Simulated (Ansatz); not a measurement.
## Run report: CH$_{6}$Ge, molecular dynamics (part 2 of 2)

Continued. System: CH$_{6}$Ge. Method: RKS PBE0-D4/def2-SVP (Ansatz 0.2.0). 

Geometry of the input (Å):
```
Ge -1.2832  0.7382  0.2325
H  -0.2964  -0.6407  0.5062
C  0.8413  0.1776  -0.0723
H  -1.2257  -0.8206  0.9602
H  -1.6661  -0.0141  -1.1170
H  1.4107  0.5277  0.7870
H  1.0118  0.8400  -0.9206
H  1.2076  -0.8081  -0.3760
```

### The program's output, continued
```
md step    78: t =    39.00 fs  T =   918.1 K  F+E_penalty+E_count = -57634.33028695 eV  E_kin = 0.712052 eV  conserved = -57633.60576168 eV  (25 SCF iters, 3 dispersion substeps)
md step    79: t =    39.50 fs  T =   888.1 K  F+E_penalty+E_count = -57634.30805075 eV  E_kin = 0.688763 eV  conserved = -57633.60558493 eV  (25 SCF iters, 3 dispersion substeps)
these checks for a lower state are left out or cut short: starts, cluster_reference, orbital_swaps, neighbouring_geometries, increment
836 factors; integrals over basis functions are off by at most 6.6e-4 eV
mean field -57634.23638550 eV, -2118.0191212786 hartree, gradient 4.8e-5 eV, S^2 0.000000; 0 other end points of the search recorded, 0 dependent functions left out
the calculation of the forces begins
reference -57634.23641090 eV, -2118.0191222119 hartree; 22, 22 occupied and 54, 54 virtual orbitals, 836 factors
836 factors; integrals over basis functions are off by at most 6.6e-4 eV
mean field -57634.23638550 eV, -2118.0191212786 hartree, gradient 4.8e-5 eV, S^2 0.000000; 1 other end points of the search recorded, 0 dependent functions left out
the calculation of the forces begins
reference -57634.23641090 eV, -2118.0191222119 hartree; 22, 22 occupied and 54, 54 virtual orbitals, 836 factors
md step    80: t =    40.00 fs  T =   913.0 K  F+E_penalty+E_count = -57634.32874431 eV  E_kin = 0.708050 eV  conserved = -57633.60573547 eV  (24 SCF iters, 3 dispersion substeps)
```

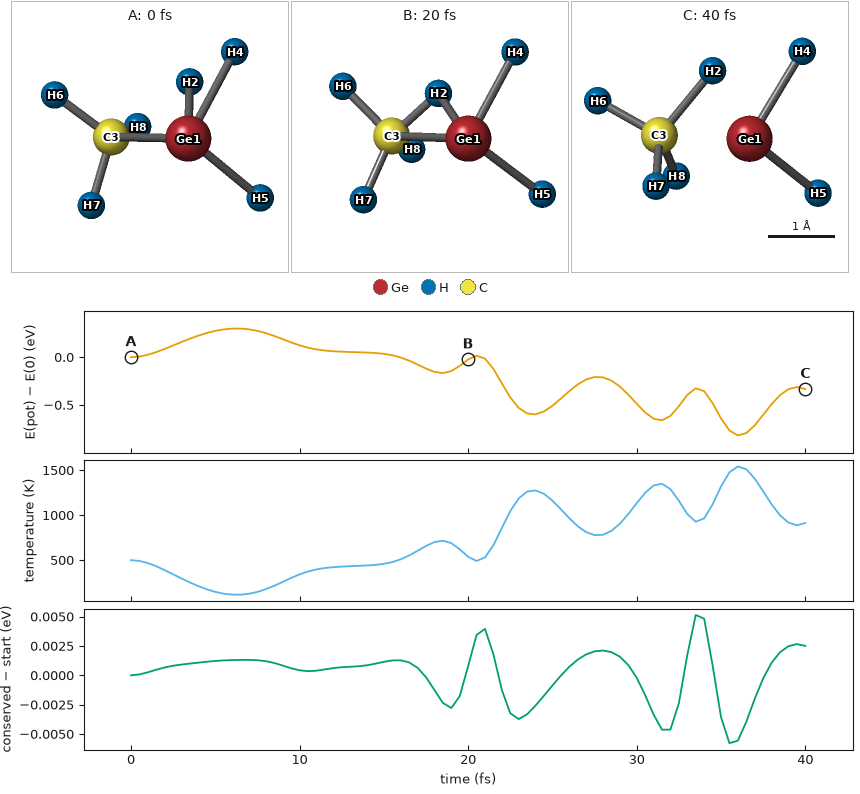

Frames of the molecular dynamics (ball-and-stick, seen at a tilt) above the curves, on which the letters mark them. The trajectory kept here has 81 frames over 40 fs. The temperature starts at 500 K, ranges from 116 to 1543 K and averages 1054 K over the second half. The potential energy ends 0.333 eV below its first value. The conserved quantity stays within 0.011 eV. After an unweighted best fit of the last frame on the first, the root-mean-square displacement is 0.60 Å, and H4 has moved furthest (1.04 Å).

```
Total energy: -57634.32876971 eV, -2118.0225163356 hartree
Atom 0 at    -1.358653     0.756739     0.234674 Å, force    -0.488266     0.648521    -0.632347 eV/Å
Atom 1 at     0.497407    -0.710877     0.693432 Å, force     1.756809     1.902732    -2.598080 eV/Å
Atom 2 at     1.216949     0.029256    -0.092439 Å, force    -1.825362    -0.784999     1.504886 eV/Å
Atom 3 at    -1.881671    -0.295342     1.260363 Å, force     0.080943    -0.635513     0.292143 eV/Å
Atom 4 at    -1.543315    -0.203123    -1.057956 Å, force     0.019709     0.108298     0.377735 eV/Å
Atom 5 at     2.093901     0.252563     0.546593 Å, force    -0.449792     0.582931    -0.188001 eV/Å
Atom 6 at     0.649231     0.950714    -0.531809 Å, force     1.221997    -1.100242     1.146711 eV/Å
Atom 7 at     1.586015    -0.480399    -0.988160 Å, force    -0.316038    -0.721729     0.096953 eV/Å
Dipole moment:     0.360737    -0.107785    -0.020838 e Å
```

### Trajectory as extended XYZ (Å, eV, eV/Å), 12 of the 81 frames kept, from step=0 to step=80
```
8
Properties=species:S:1:pos:R:3:forces:R:3 step=0 time_fs=0.0 energy=-57633.99603 temperature=500.0
Ge   -1.2832    0.7382    0.2325   -0.0352   0.0306   0.0044
H    -0.2964   -0.6407    0.5062    0.1173  -0.0232  -0.0397
C     0.8413    0.1776   -0.0723   -0.3423  -0.0378   0.0939
H    -1.2257   -0.8206    0.9602   -0.0680  -0.0100   0.0457
H    -1.6661   -0.0141   -1.1170   -0.0146   0.0032  -0.0292
H     1.4107    0.5277    0.7870    0.1889   0.1064   0.2416
H     1.0118    0.8400   -0.9206    0.0622   0.1898  -0.2429
H     1.2076   -0.8081   -0.3760    0.0917  -0.2591  -0.0737
8
Properties=species:S:1:pos:R:3:forces:R:3 step=7 time_fs=3.5 energy=-57633.80214 temperature=251.3
Ge   -1.2844    0.7396    0.2318    0.0578  -0.4665  -0.0927
H    -0.3106   -0.6730    0.4733    0.0543   0.3021   0.3209
C     0.8577    0.1629   -0.0730   -0.5771   0.0727   0.1543
H    -1.2131   -0.8015    1.0318   -0.0863   0.0488  -0.2225
H    -1.6220   -0.0719   -1.1165   -0.1016   0.1689   0.1702
H     1.3908    0.6096    0.7885    0.1272  -0.9670   0.0106
H     0.9538    0.9586   -0.8155    0.1627  -0.3646  -0.7339
H     1.1334   -0.8644   -0.4615    0.3629   1.2055   0.3931
8
Properties=species:S:1:pos:R:3:forces:R:3 step=15 time_fs=7.5 energy=-57633.72062 temperature=146.8
Ge   -1.2857    0.7403    0.2308    0.0500  -0.5544  -0.0115
H    -0.3159   -0.6687    0.4795    0.2506   0.3749   0.3808
C     0.8686    0.1509   -0.0724   -1.3838   2.5064  -0.0668
H    -1.2122   -0.7729    1.0830   -0.1571   0.0657  -0.2998
H    -1.5868   -0.1151   -1.0941   -0.2011   0.1794   0.1186
H     1.3904    0.5750    0.7961    0.3457  -0.9383   0.1547
H     0.9111    1.0280   -0.7825    0.2218  -1.2217  -0.0475
H     1.1071   -0.7993   -0.5183    0.8739  -0.4119  -0.2286
8
Properties=species:S:1:pos:R:3:forces:R:3 step=22 time_fs=11.0 energy=-57633.91476 temperature=396.9
Ge   -1.2867    0.7400    0.2299   -0.1326  -0.1995   0.1654
H    -0.2881   -0.6195    0.5288    0.6380   0.2541  -0.0082
C     0.8649    0.1609   -0.0720   -0.9870  -0.6002   0.6248
H    -1.2304   -0.7400    1.0925   -0.1884   0.0462  -0.1297
H    -1.5804   -0.1318   -1.0609   -0.2355   0.0407  -0.1214
H     1.4304    0.4318    0.8194    0.3336  -0.1567   0.0904
H     0.9018    0.9657   -0.7767    0.3657   0.6688  -0.7702
H     1.1797   -0.7585   -0.5807    0.2062  -0.0534   0.1490
8
Properties=species:S:1:pos:R:3:forces:R:3 step=29 time_fs=14.5 energy=-57633.95211 temperature=447.4
Ge   -1.2880    0.7394    0.2293   -0.5886   0.0627   0.2796
H    -0.1864   -0.5377    0.5737    0.9627   0.3794  -0.7620
C     0.8527    0.1674   -0.0665    0.8678  -1.8464   0.2896
H    -1.2705   -0.7009    1.0874   -0.2262   0.1023   0.0972
H    -1.6003   -0.1429   -1.0404   -0.1498  -0.0291  -0.2274
H     1.5013    0.2696    0.8424   -0.3110   0.6144  -0.7736
H     0.9322    0.9518   -0.8361    0.1478   0.2543   0.5286
H     1.2743   -0.7258   -0.6266   -0.7027   0.4624   0.5680
8
Properties=species:S:1:pos:R:3:forces:R:3 step=36 time_fs=18.0 energy=-57634.14935 temperature=701.0
Ge   -1.2903    0.7389    0.2291   -1.4473   0.1506   0.2678
H     0.0218   -0.4130    0.5325    0.0160  -0.0086  -0.7760
C     0.8484    0.1575   -0.0579    2.4637  -0.4068  -0.5612
H    -1.3393   -0.6485    1.0923   -0.3844   0.2390   0.1964
H    -1.6367   -0.1555   -1.0441    0.0509   0.0929  -0.0926
H     1.5482    0.1769    0.7926    0.1514   1.1310  -0.0767
H     0.9748    0.9697   -0.8409   -0.5183  -0.3539   1.4240
H     1.3004   -0.6584   -0.6206   -0.3321  -0.8443  -0.3817
8
Properties=species:S:1:pos:R:3:forces:R:3 step=44 time_fs=22.0 energy=-57634.26932 temperature=858.1
Ge   -1.2958    0.7387    0.2294   -1.7342   0.6046  -0.1074
H     0.1457   -0.3431    0.4655   -2.8825  -1.6799   1.5151
C     0.8810    0.1433   -0.0594    4.9305  -0.9529  -1.0837
H    -1.4658   -0.5612    1.1257   -0.1470  -0.0920   0.2601
H    -1.6708   -0.1559   -1.0597    0.2005   0.1924   0.1235
H     1.6270    0.2208    0.7275    0.3295   0.5939   0.3980
H     0.9558    0.9788   -0.6883   -0.5506   1.6032  -0.7890
H     1.2824   -0.6819   -0.6593   -0.1460  -0.2693  -0.3166
8
Properties=species:S:1:pos:R:3:forces:R:3 step=51 time_fs=25.5 energy=-57634.42886 temperature=1067.0
Ge   -1.3035    0.7395    0.2295   -1.4319   0.9448  -0.1222
H    -0.0149   -0.4464    0.5389    2.1458   0.8195  -0.9591
C     0.9544    0.1235   -0.0712   -0.1524  -0.9140   0.6779
H    -1.5973   -0.4920    1.1858    0.0352  -0.2502   0.1714
H    -1.6774   -0.1346   -1.0609    0.1918   0.0481   0.1129
H     1.7277    0.3326    0.7100   -0.5885  -0.4475  -0.2251
H     0.8698    1.1148   -0.5976   -0.1409  -1.1411   0.0317
H     1.2495   -0.7387   -0.7320   -0.0591   0.9404   0.3125
8
Properties=species:S:1:pos:R:3:forces:R:3 step=58 time_fs=29.0 energy=-57634.30277 temperature=905.5
Ge   -1.3136    0.7417    0.2295   -1.3188   0.7966   0.5329
H     0.0336   -0.4721    0.5213    2.4425   0.9811  -0.8188
C     1.0280    0.0952   -0.0764   -2.5845   1.2012   0.9397
H    -1.7243   -0.4467    1.2618    0.2671   0.0779  -0.2816
H    -1.6622   -0.1090   -1.0513    0.1173  -0.2217  -0.1169
H     1.7752    0.3986    0.6759   -0.0411  -0.8386   0.0349
H     0.7697    1.1476   -0.5196    0.4303  -2.1105   0.0783
H     1.2168   -0.7082   -0.7828    0.6872   0.1140  -0.3684
8
Properties=species:S:1:pos:R:3:forces:R:3 step=65 time_fs=32.5 energy=-57634.50827 temperature=1161.0
Ge   -1.3259    0.7453    0.2303   -1.3708   0.7314   0.7856
H     0.3258   -0.4072    0.4316   -2.2071  -1.8559   2.1982
C     1.0809    0.0749   -0.0740    1.5582  -0.0937  -1.1250
H    -1.8203   -0.3955    1.3072    0.4235   0.1336  -0.5111
H    -1.6329   -0.1080   -1.0532    0.0699  -0.3485  -0.1436
H     1.8230    0.3753    0.6470    0.8364  -0.3863   0.2463
H     0.7077    0.9829   -0.4472   -0.2161   1.6459  -1.2738
H     1.2594   -0.6524   -0.8672    0.9061   0.1735  -0.1768
8
Properties=species:S:1:pos:R:3:forces:R:3 step=73 time_fs=36.5 energy=-57634.78969 temperature=1511.5
Ge   -1.3425    0.7508    0.2326   -0.9592   0.6462   0.0093
H     0.4325   -0.5524    0.5812    0.5986   0.3122  -0.8326
C     1.1537    0.0532   -0.0829   -0.8802  -0.7649   0.2737
H    -1.8726   -0.3245    1.2930    0.2903  -0.2797  -0.1535
H    -1.5890   -0.1513   -1.0693    0.0624  -0.0960   0.2373
H     1.9695    0.2978    0.6277   -0.1277   0.2138  -0.6545
H     0.6295    0.9514   -0.5024    0.8941  -0.1326   0.3766
H     1.4216   -0.5647   -0.9714    0.1217   0.1011   0.7436
8
Properties=species:S:1:pos:R:3:forces:R:3 step=80 time_fs=40.0 energy=-57634.32874 temperature=913.0
Ge   -1.3587    0.7567    0.2347   -0.4883   0.6485  -0.6323
H     0.4974   -0.7109    0.6934    1.7568   1.9027  -2.5981
C     1.2169    0.0293   -0.0924   -1.8254  -0.7850   1.5049
H    -1.8817   -0.2953    1.2604    0.0809  -0.6355   0.2921
H    -1.5433   -0.2031   -1.0580    0.0197   0.1083   0.3777
H     2.0939    0.2526    0.5466   -0.4498   0.5829  -0.1880
H     0.6492    0.9507   -0.5318    1.2220  -1.1002   1.1467
H     1.5860   -0.4804   -0.9882   -0.3160  -0.7217   0.0970
```

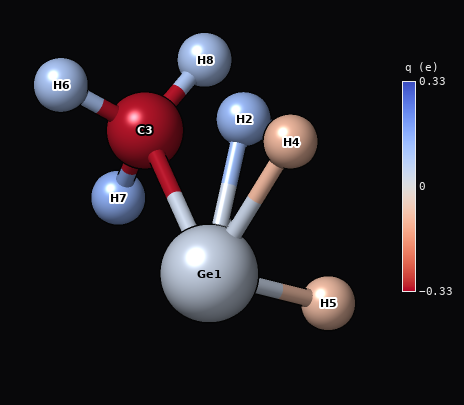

Mulliken charges, as the colour of each atom (ball-and-stick view, seen at a tilt; atoms are numbered from 1 in the order of the input). By element: Ge +0.04, H −0.10 to +0.15 and C −0.32 e.

### Results in brief

```tsv
quantity	value
outcome	finished
mean temperature over the second half	1054 K
trajectory	80 steps, 40 fs
ensemble	nvt_nose_hoover
temperature in the input	500 K
time step	0.5 fs
potential energy (last step)	−57634.3288 eV
mean-field energy (last step)	−57634.2364 eV
dispersion energy (last step)	−0.0924 eV
SCF solution under orbital rotations (last step)	stable
largest force (length of the vector) (last step)	3.668 eV/Å
dipole moment (last step)	1.81 D
hardware	2 threads of Arm Neoverse V1, 23 GiB of memory available, shared host
wall time	1.7 min (CPU time 3.2 min)
peak memory	0.37 GiB
```

### Notes

So short a trajectory is not equilibrated. The temperature stays far from the 500 K of the thermostat over the second half: the run isn't equilibrated.
